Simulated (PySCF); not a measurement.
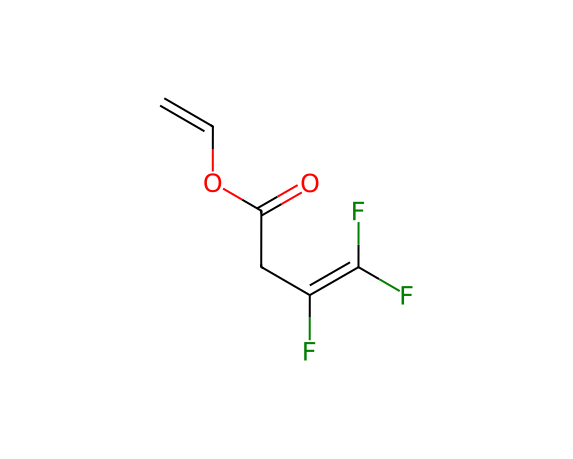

A structural formula.

Give its SMILES.

Answer. C=COC(=O)CC(F)=C(F)F

Give the formula, hydrogens included.

Answer. C6H5F3O2.

An optimisation with PBE0-D3(BJ)/def2-SVP gave a structure of which point group?

Answer. C1. Other conformers may differ.

The parts below concern this one geometry. Atoms keep their numbers from picture to picture. Computed geometry: PBE0-D3(BJ)/def2-SVP optimisation. No frequency run is at hand to confirm it as a minimum.

Geometry

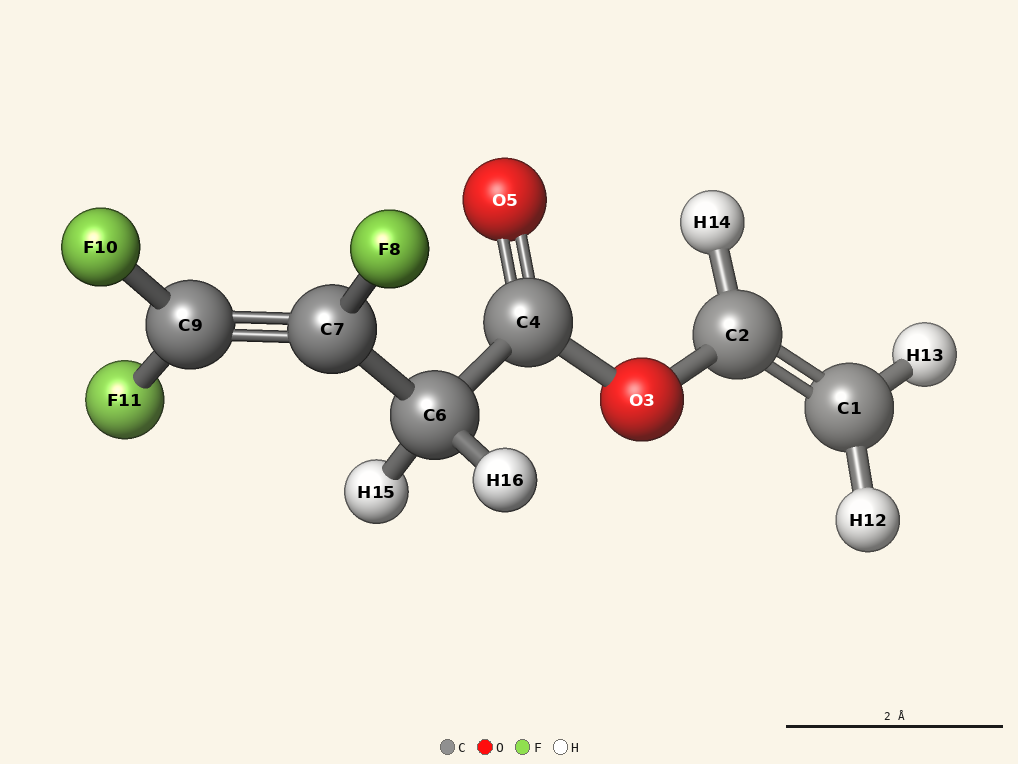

No frequency run is at hand to confirm it as a minimum.

Describe the coordination of atom 9.

Answer. C9 has 3 neighbours (C7 at 1.33, F10 at 1.30, F11 at 1.31 Å); the arrangement is trigonal planar.

Describe the coordination of atom 6.

Answer. C6 has 4 neighbours (C4 at 1.51, C7 at 1.48, H15 at 1.10, H16 at 1.10 Å); the arrangement is tetrahedral.

Describe the coordination of atom 7.

Answer. C7 has 3 neighbours (C6 at 1.48, F8 at 1.33, C9 at 1.33 Å); the arrangement is trigonal planar.

Describe the coordination of atom 4.

Answer. C4 has 3 neighbours (O3 at 1.35, O5 at 1.20, C6 at 1.51 Å); the arrangement is trigonal planar.

What is the dihedral angle C6–C7–C9–F11?

Answer. 1° in size, that is syn (eclipsed).

Charges

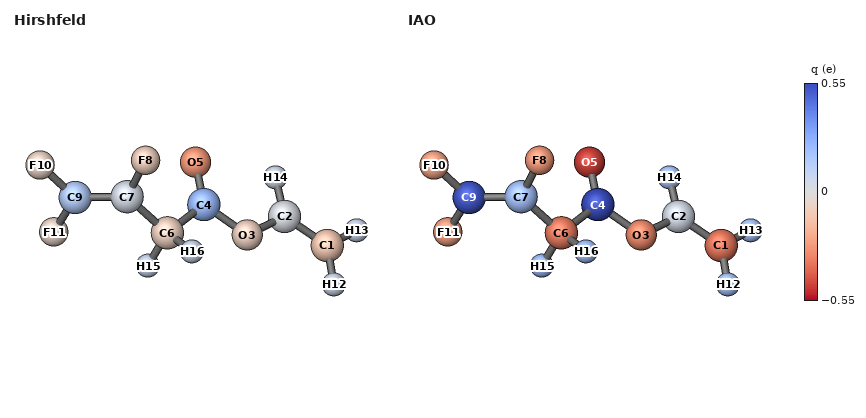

Atomic charges of one calculation by 2 schemes, on one colour scale. No frequency run is at hand to confirm it as a minimum. Level of theory: PBE0/pcSseg-1 in acetonitrile (IEF-PCM) (PySCF 2.14.0).

Which scheme gives the most polar picture (largest mean size of the charges)?

Answer. The IAO charges are the largest in size here.

On which atom do the schemes disagree most?

Answer. On C9 (from 0.15 to 0.51 e).

List the charges (e), one line for each set of equivalent atoms.

```tsv
atom	Hirshfeld	IAO
C1	−0.12	−0.35
C2	0.02	0.04
O3	−0.08	−0.31
C4	0.23	0.54
O5	−0.27	−0.47
C6	−0.08	−0.34
C7	0.04	0.19
F8	−0.09	−0.27
C9	0.15	0.51
F10	−0.06	−0.23
F11	−0.05	−0.24
H12	0.06	0.17
H13	0.06	0.18
H14	0.05	0.17
H15	0.08	0.21
H16	0.07	0.20
```

NMR shielding

The questions are on isotropic NMR shieldings of the H atoms. No frequency run is at hand to confirm it as a minimum. Method: GIAO PBE0/pcSseg-1 NMR shielding, non-relativistic, IEF-PCM dichloromethane (PySCF 2.14.0).

Which H atom is the most shielded (lowest chemical shift)?

Answer. H16 (27.74 ppm).

Which H atom is the least shielded (highest chemical shift)?

Answer. H14 (23.43 ppm).

How wide is the range of H shifts?

Answer. 4.31 ppm.

Give the isotropic NMR shieldings of the H atoms atom by atom.

| atom | σ (ppm) |
| --- | --- |
| H12 | 25.90 |
| H13 | 26.16 |
| H14 | 23.43 |
| H15 | 27.72 |
| H16 | 27.74 |

Dipole moment

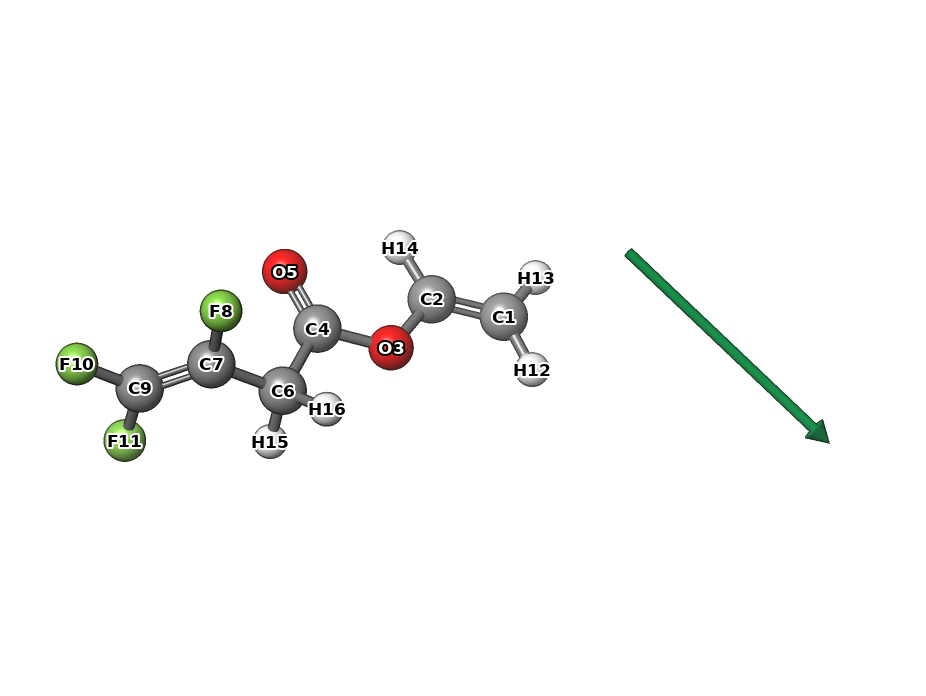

The arrow beside the molecule shows the direction of the dipole moment, from the negative to the positive end (its length means nothing). No frequency run is at hand to confirm it as a minimum. Method: PBE0/pcSseg-1 in dichloromethane (IEF-PCM) (PySCF 2.14.0).

Estimate the dipole moment.

Answer. 3.50 D; it points from the side of F10 to the side of H12 (the outermost atoms at the two ends).
